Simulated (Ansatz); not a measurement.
**CCSD(T)/6-31G(d,p) (density fitting with def2-universal-jkfit, aug-cc-pVTZ-rifit for correlation, Cartesian functions, accuracy low) run of CH6AlNSi (SMILES [AlH2]/[N]=C\[SiH3])**

Aim: the energy difference between two shapes of CH6AlNSi at CCSD(T)/6-31G** (density fitting with def2-universal-jkfit, aug-cc-pVTZ-rifit for correlation, Cartesian functions, accuracy low), from 2 runs. 

Program for the calculation: Ansatz 0.2.0.

5 further runs of the same task are left out: 2 for a known fault of the program, 1 that didn't finish, 2 set aside as unsound or not needed.

### Step 1. Starting point

CH6AlNSi has 10 atoms, charge 0, and is taken as a singlet. SMILES: `[AlH2]/[N]=C\[SiH3]`. The shape is that of a PBE0-D4/def2-TZVP optimisation.

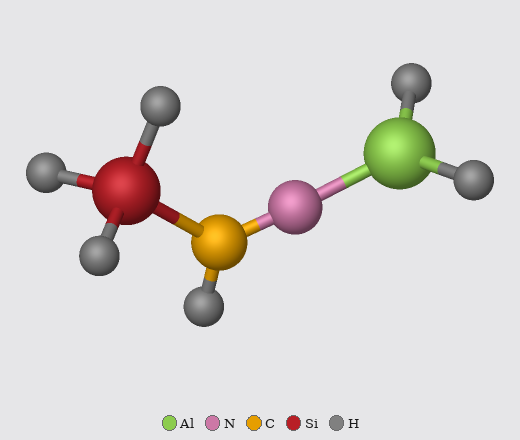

The structure, seen from a chosen angle (aluminium green, nitrogen pink, carbon amber, silicon red, hydrogen grey).

### Step 2. Energy and forces at CCSD(T)/6-31G(d,p) (density fitting with def2-universal-jkfit, aug-cc-pVTZ-rifit for correlation, Cartesian functions, accuracy low)

The input, in.yaml:

```yaml
crystal:
  periodic: [false, false, false]
  atoms:
    - symbol: Al
      position_ang: [-0.801100, 2.183500, -0.771800]
    - symbol: "N"
      position_ang: [-0.589900, 0.458600, -0.561600]
    - symbol: C
      position_ang: [-0.390900, -0.758900, -0.367900]
    - symbol: Si
      position_ang: [0.911600, -1.414700, 0.854900]
    - symbol: H
      position_ang: [0.069200, 2.879500, -1.890800]
    - symbol: H
      position_ang: [-1.855500, 2.894700, 0.164500]
    - symbol: H
      position_ang: [-0.988000, -1.509200, -0.921900]
    - symbol: H
      position_ang: [0.242900, -2.252900, 1.887000]
    - symbol: H
      position_ang: [1.886500, -2.271500, 0.126600]
    - symbol: H
      position_ang: [1.598200, -0.260400, 1.483900]
basis:
  gaussian:
    orbitals: 6-31G_st__st_.json
    fitting: {mean_field: def2-universal-jkfit, correlation: aug-cc-pVTZ-rifit.json}
correlation: {method: ccsd_t, frozen_orbitals: {Al: 5, C: 1, H: 0, "N": 1, Si: 5}}
output: {forces: true}
accuracy: low
```

The basis set 6-31G** is read from a file made from the Basis Set Exchange's data (not shown).

The run is started by

```console
$ ansatz run in.yaml --threads 1 --pin off --max-ram 2610MiB --events-out events.jsonl --progress --plain --runs-dir runs
```

Standard output (excerpt; [...] marks lines left out):

```text
Warning: RAYON_NUM_THREADS=1 ignored (pool sized by the plan → 1); use --threads N
Functional definition: HF
  name "HF"
[...]
516 factors; integrals over basis functions are off by at most 3.7e-1 eV
782 factors; integrals over basis functions are off by at most 1.6e-1 eV
[...]
mean field -17051.05925309 eV, -626.6148699281 hartree, gradient 1.3e-6 eV, S^2 0.000000; 0 other end points of the search recorded, 0 dependent functions left out
12 core orbitals not correlated: weight in the atoms' cores, before any rotation towards them, 1.000 or more for the frozen orbitals, at most 0.000 for the correlated occupied ones
reference -17051.05925309 eV, -626.6148699281 hartree; 11, 11 occupied and 75, 75 virtual orbitals, 782 factors
second order -12.31285825 eV of doubles, -0.00000000 eV of singles
cycle   1  -12.99061877 eV  change   -6.8e-1 eV  update   1.0e-1
[...]
cycle  12  -13.59195689 eV  change   -2.4e-8 eV  update   1.8e-6
perturbative correction -0.45360006 eV, -0.0166694948 hartree
[...]
Total energy: -17065.10481004 eV, -627.1310346255 hartree
Atom 0 at    -0.801100     2.183500    -0.771800 Å, force    -0.088732     0.621353    -0.085869 eV/Å
Atom 1 at    -0.589900     0.458600    -0.561600 Å, force    -0.209160     1.076522    -0.202882 eV/Å
Atom 2 at    -0.390900    -0.758900    -0.367900 Å, force     0.129893    -1.590247     0.131244 eV/Å
Atom 3 at     0.911600    -1.414700     0.854900 Å, force     0.218608    -0.192020     0.206593 eV/Å
Atom 4 at     0.069200     2.879500    -1.890800 Å, force    -0.032668    -0.014586     0.041984 eV/Å
Atom 5 at    -1.855500     2.894700     0.164500 Å, force     0.040489    -0.015745    -0.035619 eV/Å
Atom 6 at    -0.988000    -1.509200    -0.921900 Å, force     0.024551     0.031529     0.023030 eV/Å
Atom 7 at     0.242900    -2.252900     1.887000 Å, force     0.070251     0.099357    -0.089672 eV/Å
Atom 8 at     1.886500    -2.271500     0.126600 Å, force    -0.083576     0.101128     0.074988 eV/Å
Atom 9 at     1.598200    -0.260400     1.483900 Å, force    -0.069657    -0.117291    -0.063796 eV/Å
Dipole moment:     0.039319    -0.277906     0.038475 e Å
```

It took 66 s on 1 thread of Intel Xeon at 2.50GHz (Skylake/Cascade Lake), shared host; peak memory 0.46 GiB.

### Step 3. The distorted shape, same level

The input, in.yaml:

```yaml
crystal:
  periodic: [false, false, false]
  atoms:
    - symbol: Al
      position_ang: [-0.903056, 2.252947, -0.660108]
    - symbol: "N"
      position_ang: [-0.582456, 0.513790, -0.619970]
    - symbol: C
      position_ang: [-0.393979, -0.763317, -0.393573]
    - symbol: Si
      position_ang: [0.891196, -1.528526, 0.931040]
    - symbol: H
      position_ang: [0.027276, 2.885958, -1.944669]
    - symbol: H
      position_ang: [-1.845877, 2.989204, 0.124609]
    - symbol: H
      position_ang: [-1.021906, -1.434136, -0.915800]
    - symbol: H
      position_ang: [0.285092, -2.215957, 1.817523]
    - symbol: H
      position_ang: [1.873035, -2.292937, 0.060367]
    - symbol: H
      position_ang: [1.615524, -0.290588, 1.456068]
basis:
  gaussian:
    orbitals: 6-31G_st__st_.json
    fitting: {mean_field: def2-universal-jkfit, correlation: aug-cc-pVTZ-rifit.json}
correlation: {method: ccsd_t, frozen_orbitals: {Al: 5, C: 1, H: 0, "N": 1, Si: 5}}
output: {forces: true}
accuracy: low
```

The basis set 6-31G** is read from a file made from the Basis Set Exchange's data (not shown).

The run is started by

```console
$ ansatz run in.yaml --threads 1 --pin off --max-ram 2610MiB --events-out events.jsonl --progress --plain --runs-dir runs
```

Standard output (excerpt; [...] marks lines left out):

```text
Warning: RAYON_NUM_THREADS=1 ignored (pool sized by the plan → 1); use --threads N
[... 2 set-up lines as earlier in the session ...]
[...]
516 factors; integrals over basis functions are off by at most 3.9e-1 eV
782 factors; integrals over basis functions are off by at most 1.6e-1 eV
[...]
mean field -17049.72461370 eV, -626.5658228351 hartree, gradient 2.1e-6 eV, S^2 0.000000; 0 other end points of the search recorded, 0 dependent functions left out; unrestricted orbitals would lower it
[...]
12 core orbitals not correlated: weight in the atoms' cores, before any rotation towards them, 1.000 or more for the frozen orbitals, at most 0.000 for the correlated occupied ones
reference -17049.72461370 eV, -626.5658228351 hartree; 11, 11 occupied and 75, 75 virtual orbitals, 782 factors
second order -12.49525668 eV of doubles, -0.00000000 eV of singles
cycle   1  -13.12120796 eV  change   -6.3e-1 eV  update   1.1e-1
[...]
Total energy: -17063.97724578 eV, -627.0895974034 hartree
Atom 0 at    -0.903056     2.252947    -0.660108 Å, force     2.960732    -0.803694    -3.197018 eV/Å
Atom 1 at    -0.582456     0.513790    -0.619970 Å, force     0.153534    -2.440533     1.084915 eV/Å
Atom 2 at    -0.393979    -0.763317    -0.393573 Å, force     0.683830     2.789782     1.154515 eV/Å
Atom 3 at     0.891196    -1.528526     0.931040 Å, force     3.152431     4.768945    -5.734157 eV/Å
Atom 4 at     0.027276     2.885958    -1.944669 Å, force    -0.787592    -0.251028     1.093711 eV/Å
Atom 5 at    -1.845877     2.989204     0.124609 Å, force    -1.801581     1.169739     1.637135 eV/Å
Atom 6 at    -1.021906    -1.434136    -0.915800 Å, force    -0.757062    -1.108062    -0.872645 eV/Å
Atom 7 at     0.285092    -2.215957     1.817523 Å, force    -2.759486    -3.348182     4.199682 eV/Å
Atom 8 at     1.873035    -2.292937     0.060367 Å, force    -0.435002     0.049801     0.649850 eV/Å
Atom 9 at     1.615524    -0.290588     1.456068 Å, force    -0.409803    -0.826767    -0.015989 eV/Å
Dipole moment:    -0.095105    -0.444676     0.361517 e Å
```

Run time: 66 s. Hardware: 1 thread of Intel Xeon at 2.50GHz (Skylake/Cascade Lake), shared host; peak memory 0.46 GiB.

### Step 4. What came out

At CCSD(T)/6-31G** (density fitting with def2-universal-jkfit, aug-cc-pVTZ-rifit for correlation, Cartesian functions, accuracy low), 12 core orbitals frozen:

| quantity | value |
| --- | --- |
| first shape: total energy | -627.13103 Eh |
| first shape: dipole moment (correlated density) | 1.36 D |
| first shape: correlation energy (12 core orbitals frozen) | -516.2 mEh |
| first shape: (T) correction | -16.67 mEh |
| first shape: T1 diagnostic | 0.017 |
| first shape: largest force on an atom | 1.601 eV/Å |
| distorted shape: total energy | -627.08960 Eh |
| distorted shape: dipole moment (correlated density) | 2.79 D |
| distorted shape: correlation energy (12 core orbitals frozen) | -523.8 mEh |
| distorted shape: (T) correction | -17.83 mEh |
| distorted shape: T1 diagnostic | 0.018 |
| distorted shape: largest force on an atom | 8.097 eV/Å |
| energy change with the atoms displaced | 1.128 eV |

**Reading.** With the atoms displaced the energy rises by 1.13 eV (109 kJ/mol). The first shape isn't relaxed at this level, so the change isn't measured from a minimum. The largest force (first shape) is 1.60 eV/Å: the shape isn't a stationary point for this species at this level. Mulliken charges (first shape) run from -0.43 on N2 to +0.59 on Si4. The triples (first shape) make up 3.2 % of the correlation energy. The accuracy setting (first shape) is loose, so the last digits carry no meaning. The restricted solution (distorted shape) is unstable to spin breaking: an unrestricted one lies lower.
